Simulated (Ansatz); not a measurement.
Nudged elastic band, with input and output: C2H6OSn (part 1 of 2)

C2H6OSn, SMILES [CH3][SnH2][CH]=O, computed with RKS LDA/def2-mTZVP (Ansatz 0.2.0).

One setting was made poor on purpose. It belongs to a series of runs on one base structure; here: band between the two ends. Figures and captions count atoms from 1; the log counts them from 0 in places.

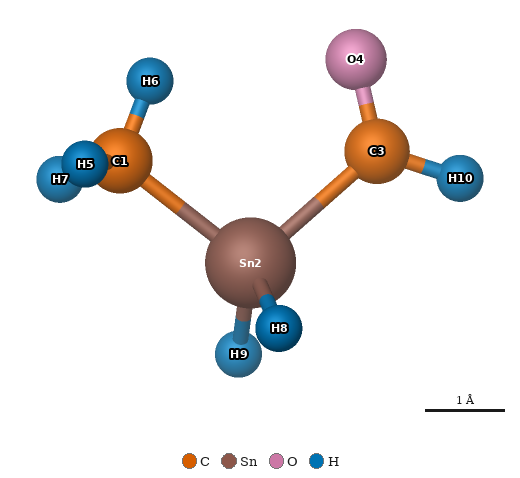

Fig. 1: The structure as given in the input (ball-and-stick view, seen at a tilt; atoms are numbered from 1 in the order of the input). Sticks mark near contacts.

### Key numbers

```json
{"quantity": "outcome", "value": "converged"}
{"quantity": "barrier, forward", "value": "0.057 eV"}
{"quantity": "barrier, backward", "value": "0.008 eV"}
{"quantity": "hardware", "value": "2 threads of AMD EPYC (Zen 5), 128 GiB of memory available, shared host"}
{"quantity": "wall time", "value": "3.3 min (CPU time 6.2 min)"}
{"quantity": "peak memory", "value": "0.23 GiB"}
```

### Notes

A deliberately poor setting: step length. The order of the saddle point was not checked.

### Input
```yaml
crystal:
  periodic: [false, false, false]
  atoms:
    - { symbol: C, position_ang: [0.43369, 1.476913, 0.303856] }
    - { symbol: Sn, position_ang: [-0.753428, -0.080229, -0.517625] }
    - { symbol: C, position_ang: [0.32638, -1.865527, 0.197803] }
    - { symbol: O, position_ang: [1.310814, -1.714244, 0.877609] }
    - { symbol: H, position_ang: [-0.148782, 2.107365, 0.988718] }
    - { symbol: H, position_ang: [1.24547, 0.985817, 0.864789] }
    - { symbol: H, position_ang: [0.869523, 2.106388, -0.48338] }
    - { symbol: H, position_ang: [-2.371242, -0.091581, 0.067011] }
    - { symbol: H, position_ang: [-0.808276, -0.069404, -2.236981] }
    - { symbol: H, position_ang: [-0.021049, -2.906699, -0.059] }
basis:
  gaussian: { orbitals: def2-mTZVP }
hamiltonian:
  xc: lda
neb:
  order_check: false
  images: 7
  f_tol: 0.03
  max_iterations: 60
  max_displacement: 0.5
  optimiser: lbfgs
  final_atoms:
    - { symbol: C, position_ang: [0.35425939, 1.55638287, 0.40865727] }
    - { symbol: Sn, position_ang: [-0.67899747, -0.10665163, -0.44527857] }
    - { symbol: C, position_ang: [0.4107217, -1.96939402, 0.01744427] }
    - { symbol: O, position_ang: [0.96128449, -2.62507321, -0.82893354] }
    - { symbol: H, position_ang: [-0.18693449, 2.48678134, 0.18654722] }
    - { symbol: H, position_ang: [0.42542084, 1.44498913, 1.49987844] }
    - { symbol: H, position_ang: [1.36839777, 1.62870483, -0.00814028] }
    - { symbol: H, position_ang: [-2.26212283, -0.19324561, 0.22856486] }
    - { symbol: H, position_ang: [-0.76596533, 0.02577907, -2.15338519] }
    - { symbol: H, position_ang: [0.45703593, -2.29947378, 1.09744552] }
  initial_path:
    images:
      - { positions_ang: [[0.43369, 1.476913, 0.303856], [-0.753428, -0.080229, -0.517625], [0.32638, -1.865527, 0.197803], [1.310814, -1.714244, 0.877609], [-0.148782, 2.107365, 0.988718], [1.24547, 0.985817, 0.864789], [0.869523, 2.106388, -0.48338], [-2.371242, -0.091581, 0.067011], [-0.808276, -0.069404, -2.236981], [-0.021049, -2.906699, -0.059]] }
      - { positions_ang: [[0.4451951, 1.48725199, 0.29643532], [-0.74484596, -0.09812743, -0.47076301], [0.34171734, -1.87449005, 0.14993552], [0.93851923, -2.0279072, 0.75339218], [-0.15121504, 2.19964878, 0.75768103], [1.10372458, 1.11475206, 0.98332467], [1.0006433, 1.98094735, -0.44434593], [-2.31683991, -0.11749874, 0.20089902], [-0.88092202, -0.05602585, -2.17530848], [0.34712338, -2.65975192, -0.04845032]] }
      - { positions_ang: [[0.4567002, 1.49759099, 0.28901465], [-0.73626391, -0.11602586, -0.42390102], [0.35705468, -1.88345309, 0.10206803], [0.56622445, -2.34157039, 0.62917537], [-0.15364808, 2.29193257, 0.52664406], [0.96197916, 1.24368711, 1.10186035], [1.1317636, 1.8555067, -0.40531187], [-2.26243783, -0.14341648, 0.33478704], [-0.95356804, -0.04264769, -2.11363596], [0.71529576, -2.41280484, -0.03790064]] }
      - { positions_ang: [[0.4682053, 1.50792998, 0.28159397], [-0.72768187, -0.13392429, -0.37703903], [0.37239201, -1.89241614, 0.05420055], [0.19392968, -2.65523359, 0.50495855], [-0.15608111, 2.38421635, 0.29560709], [0.82023374, 1.37262217, 1.22039602], [1.2628839, 1.73006605, -0.3662778], [-2.20803574, -0.16933423, 0.46867506], [-1.02621406, -0.02926954, -2.05196345], [1.08346814, -2.16585776, -0.02735095]] }
      - { positions_ang: [[0.4797104, 1.51826897, 0.27417329], [-0.71909983, -0.15182272, -0.33017704], [0.38772935, -1.90137918, 0.00633306], [-0.17836509, -2.96889679, 0.38074173], [-0.15851415, 2.47650013, 0.06457012], [0.67848832, 1.50155723, 1.3389317], [1.3940042, 1.60462539, -0.32724374], [-2.15363365, -0.19525197, 0.60256308], [-1.09886008, -0.01589138, -1.99029093], [1.45164053, -1.91891069, -0.01680127]] }
      - { positions_ang: [[0.44834764, 1.52779745, 0.30779429], [-0.70907424, -0.14052995, -0.35895242], [0.39347744, -1.91838289, 0.00911086], [0.1065473, -2.88294089, 0.07832291], [-0.16561924, 2.47907043, 0.09506439], [0.61522145, 1.4874152, 1.37916838], [1.3876026, 1.61064525, -0.24746787], [-2.18075595, -0.19475038, 0.50906352], [-1.01563639, -0.00547377, -2.03106449], [1.20298938, -2.01405146, 0.26176043]] }
      - { positions_ang: [[0.41698489, 1.53732592, 0.34141528], [-0.69904865, -0.12923717, -0.38772781], [0.39922552, -1.9353866, 0.01188867], [0.3914597, -2.796985, -0.2240959], [-0.17272432, 2.48164073, 0.12555867], [0.55195458, 1.47327318, 1.41940507], [1.38120099, 1.61666511, -0.16769201], [-2.20787824, -0.19424879, 0.41556397], [-0.9324127, 0.00494385, -2.07183806], [0.95433823, -2.10919223, 0.54032212]] }
      - { positions_ang: [[0.38562214, 1.54685439, 0.37503628], [-0.68902306, -0.1179444, -0.41650319], [0.40497361, -1.95239031, 0.01466647], [0.67637209, -2.7110291, -0.52651472], [-0.1798294, 2.48421104, 0.15605294], [0.48868771, 1.45913115, 1.45964175], [1.37479938, 1.62268497, -0.08791614], [-2.23500054, -0.1937472, 0.32206441], [-0.84918901, 0.01536146, -2.11261162], [0.70568708, -2.204333, 0.81888382]] }
      - { positions_ang: [[0.35425939, 1.55638287, 0.40865727], [-0.67899747, -0.10665163, -0.44527857], [0.4107217, -1.96939402, 0.01744427], [0.96128449, -2.62507321, -0.82893354], [-0.18693449, 2.48678134, 0.18654722], [0.42542084, 1.44498913, 1.49987844], [1.36839777, 1.62870483, -0.00814028], [-2.26212283, -0.19324561, 0.22856486], [-0.76596533, 0.02577907, -2.15338519], [0.45703593, -2.29947378, 1.09744552]] }
```

Command:
```bash
ansatz run input.yaml --threads 2 --pin off --max-ram 3072MiB --backend cpu --events-out ev --progress --plain --runs-dir out
```

### The program's output
```
Engine: ansatz 0.2.0, x86_64-unknown-linux-gnu
Functional definition: SPW92
  exchange = slater_x
  correlation = pw_c
1161 factors; their error is unknown
mean field evaluation 1: about -9991.6218 eV, gradient 8.1e1 eV
mean field evaluation 2: about -9934.7014 eV, gradient 1.6e2 eV
mean field evaluation 4: about -10005.1380 eV, gradient 1.8e1 eV
mean field evaluation 8: about -10005.8009 eV, gradient 1.7e-1 eV
mean field evaluation 16: about -10005.7637 eV, gradient 2.7e-3 eV
mean field -10005.76374326 eV, -367.7050354145 hartree, gradient 4.7e-5 eV, S^2 0.000000; 0 other end points of the search recorded, 0 dependent functions left out
the calculation of the forces begins
reference -10005.76379223 eV, -367.7050372141 hartree; 24, 24 occupied and 92, 92 virtual orbitals, 1161 factors
1161 factors; their error is unknown
mean field evaluation 32: about -10005.7141 eV, gradient 2.7e-2 eV
mean field -10005.71411951 eV, -367.7032117753 hartree, gradient 2.2e-5 eV, S^2 0.000000; 0 other end points of the search recorded, 0 dependent functions left out
[... from here on the field's lines of each further geometry are left out, up to the last ...]
NEB iter   1: max|band force component| = 2.210e2 eV/Å  barrier→ = 56.0356 eV  barrier← = 55.9860 eV  Δτ_max = 0.5000 Å  (280 SCF iters)
NEB iter   2: max|band force component| = 1.664e1 eV/Å  barrier→ = 8.2195 eV  barrier← = 8.1699 eV  Δτ_max = 0.0336 Å  (269 SCF iters)
NEB iter   3: max|band force component| = 1.148e1 eV/Å  barrier→ = 7.4486 eV  barrier← = 7.3990 eV  Δτ_max = 0.0945 Å  (229 SCF iters)
NEB iter   4: max|band force component| = 5.634e0 eV/Å  barrier→ = 5.6893 eV  barrier← = 5.6397 eV  Δτ_max = 0.1053 Å  (225 SCF iters)
NEB iter   5: max|band force component| = 5.633e0 eV/Å  barrier→ = 4.5606 eV  barrier← = 4.5110 eV  Δτ_max = 0.1977 Å  (225 SCF iters)
NEB iter   6: max|band force component| = 5.684e0 eV/Å  barrier→ = 2.7912 eV  barrier← = 2.7416 eV  Δτ_max = 0.1199 Å  (250 SCF iters)
NEB iter   7: max|band force component| = 4.013e0 eV/Å  barrier→ = 1.4091 eV  barrier← = 1.3595 eV  Δτ_max = 0.0627 Å  (238 SCF iters)
NEB iter   8: max|band force component| = 6.551e0 eV/Å  barrier→ = 1.0719 eV  barrier← = 1.0223 eV  Δτ_max = 0.0945 Å  (218 SCF iters)
NEB iter   9: max|band force component| = 4.839e0 eV/Å  barrier→ = 0.8149 eV  barrier← = 0.7653 eV  Δτ_max = 0.0265 Å  (232 SCF iters)
NEB iter  10: max|band force component| = 3.375e0 eV/Å  barrier→ = 0.5551 eV  barrier← = 0.5055 eV  Δτ_max = 0.1276 Å  (233 SCF iters)
NEB iter  11: max|band force component| = 5.999e0 eV/Å  barrier→ = 0.2876 eV  barrier← = 0.2380 eV  Δτ_max = 0.0885 Å  (229 SCF iters)
NEB iter  12: max|band force component| = 5.766e0 eV/Å  barrier→ = 0.4651 eV  barrier← = 0.4154 eV  Δτ_max = 0.0418 Å  (237 SCF iters)
NEB iter  13: max|band force component| = 1.848e0 eV/Å  barrier→ = 0.1241 eV  barrier← = 0.0745 eV  Δτ_max = 0.0214 Å  (228 SCF iters)
NEB iter  14: max|band force component| = 1.115e0 eV/Å  barrier→ = 0.0974 eV  barrier← = 0.0478 eV  Δτ_max = 0.0049 Å  (231 SCF iters)
NEB iter  15: max|band force component| = 4.168e-1 eV/Å  barrier→ = 0.0868 eV  barrier← = 0.0372 eV  CI = image 2  Δτ_max = 0.0066 Å  (234 SCF iters)
NEB iter  16: max|band force component| = 4.628e-1 eV/Å  barrier→ = 0.0810 eV  barrier← = 0.0314 eV  CI = image 2  Δτ_max = 0.0073 Å  (232 SCF iters)
NEB iter  17: max|band force component| = 5.648e-1 eV/Å  barrier→ = 0.0769 eV  barrier← = 0.0273 eV  CI = image 2  Δτ_max = 0.0088 Å  (234 SCF iters)
NEB iter  18: max|band force component| = 6.982e-1 eV/Å  barrier→ = 0.0744 eV  barrier← = 0.0248 eV  CI = image 2  Δτ_max = 0.0101 Å  (233 SCF iters)
NEB iter  19: max|band force component| = 8.214e-1 eV/Å  barrier→ = 0.0727 eV  barrier← = 0.0231 eV  CI = image 2  Δτ_max = 0.0124 Å  (233 SCF iters)
NEB iter  20: max|band force component| = 1.016e0 eV/Å  barrier→ = 0.0730 eV  barrier← = 0.0234 eV  CI = image 2  Δτ_max = 0.0148 Å  (231 SCF iters)
NEB iter  21: max|band force component| = 1.205e0 eV/Å  barrier→ = 0.0734 eV  barrier← = 0.0237 eV  CI = image 2  Δτ_max = 0.0180 Å  (233 SCF iters)
NEB iter  22: max|band force component| = 1.469e0 eV/Å  barrier→ = 0.0778 eV  barrier← = 0.0282 eV  CI = image 2  Δτ_max = 0.0214 Å  (231 SCF iters)
NEB iter  23: max|band force component| = 1.775e0 eV/Å  barrier→ = 0.0806 eV  barrier← = 0.0310 eV  CI = image 2  Δτ_max = 0.0263 Å  (233 SCF iters)
NEB iter  24: max|band force component| = 2.124e0 eV/Å  barrier→ = 0.0939 eV  barrier← = 0.0442 eV  CI = image 2  Δτ_max = 0.0311 Å  (231 SCF iters)
NEB iter  25: max|band force component| = 2.605e0 eV/Å  barrier→ = 0.0991 eV  barrier← = 0.0495 eV  CI = image 2  Δτ_max = 0.0164 Å  (232 SCF iters)
NEB iter  26: max|band force component| = 2.991e-1 eV/Å  barrier→ = 0.0609 eV  barrier← = 0.0113 eV  CI = image 3  Δτ_max = 0.0049 Å  (232 SCF iters)
NEB iter  27: max|band force component| = 2.722e-1 eV/Å  barrier→ = 0.0606 eV  barrier← = 0.0110 eV  CI = image 3  Δτ_max = 0.0655 Å  (235 SCF iters)
NEB iter  28: max|band force component| = 1.059e0 eV/Å  barrier→ = 0.0633 eV  barrier← = 0.0136 eV  CI = image 2  Δτ_max = 0.0164 Å  (222 SCF iters)
NEB iter  29: max|band force component| = 1.284e0 eV/Å  barrier→ = 0.0628 eV  barrier← = 0.0132 eV  CI = image 2  Δτ_max = 0.0190 Å  (231 SCF iters)
NEB iter  30: max|band force component| = 1.355e0 eV/Å  barrier→ = 0.0669 eV  barrier← = 0.0172 eV  CI = image 2  Δτ_max = 0.0207 Å  (234 SCF iters)
NEB iter  31: max|band force component| = 1.740e0 eV/Å  barrier→ = 0.0692 eV  barrier← = 0.0196 eV  CI = image 2  Δτ_max = 0.0256 Å  (232 SCF iters)
NEB iter  32: max|band force component| = 1.951e0 eV/Å  barrier→ = 0.0806 eV  barrier← = 0.0310 eV  CI = image 2  Δτ_max = 0.0285 Å  (231 SCF iters)
NEB iter  33: max|band force component| = 2.460e0 eV/Å  barrier→ = 0.0854 eV  barrier← = 0.0358 eV  CI = image 2  Δτ_max = 0.0149 Å  (232 SCF iters)
NEB iter  34: max|band force component| = 1.458e-1 eV/Å  barrier→ = 0.0592 eV  barrier← = 0.0096 eV  CI = image 3  Δτ_max = 0.0023 Å  (234 SCF iters)
NEB iter  35: max|band force component| = 1.419e-1 eV/Å  barrier→ = 0.0590 eV  barrier← = 0.0094 eV  CI = image 3  Δτ_max = 0.0251 Å  (234 SCF iters)
NEB iter  36: max|band force component| = 2.716e-1 eV/Å  barrier→ = 0.0612 eV  barrier← = 0.0116 eV  CI = image 3  Δτ_max = 0.0049 Å  (224 SCF iters)
NEB iter  37: max|band force component| = 1.393e-1 eV/Å  barrier→ = 0.0592 eV  barrier← = 0.0096 eV  CI = image 3  Δτ_max = 0.0093 Å  (233 SCF iters)
NEB iter  38: max|band force component| = 2.006e-1 eV/Å  barrier→ = 0.0590 eV  barrier← = 0.0094 eV  CI = image 3  Δτ_max = 0.0032 Å  (231 SCF iters)
NEB iter  39: max|band force component| = 1.877e-1 eV/Å  barrier→ = 0.0584 eV  barrier← = 0.0087 eV  CI = image 3  Δτ_max = 0.0010 Å  (234 SCF iters)
NEB iter  40: max|band force component| = 9.530e-2 eV/Å  barrier→ = 0.0583 eV  barrier← = 0.0087 eV  CI = image 3  Δτ_max = 0.0026 Å  (234 SCF iters)
NEB iter  41: max|band force component| = 9.354e-2 eV/Å  barrier→ = 0.0583 eV  barrier← = 0.0087 eV  CI = image 3  Δτ_max = 0.0044 Å  (236 SCF iters)
NEB iter  42: max|band force component| = 1.061e-1 eV/Å  barrier→ = 0.0585 eV  barrier← = 0.0089 eV  CI = image 3  Δτ_max = 0.0021 Å  (235 SCF iters)
NEB iter  43: max|band force component| = 1.366e-1 eV/Å  barrier→ = 0.0582 eV  barrier← = 0.0085 eV  CI = image 3  Δτ_max = 0.0021 Å  (238 SCF iters)
NEB iter  44: max|band force component| = 1.686e-1 eV/Å  barrier→ = 0.0581 eV  barrier← = 0.0085 eV  CI = image 3  Δτ_max = 0.0026 Å  (233 SCF iters)
NEB iter  45: max|band force component| = 1.957e-1 eV/Å  barrier→ = 0.0581 eV  barrier← = 0.0085 eV  CI = image 3  Δτ_max = 0.0032 Å  (235 SCF iters)
```
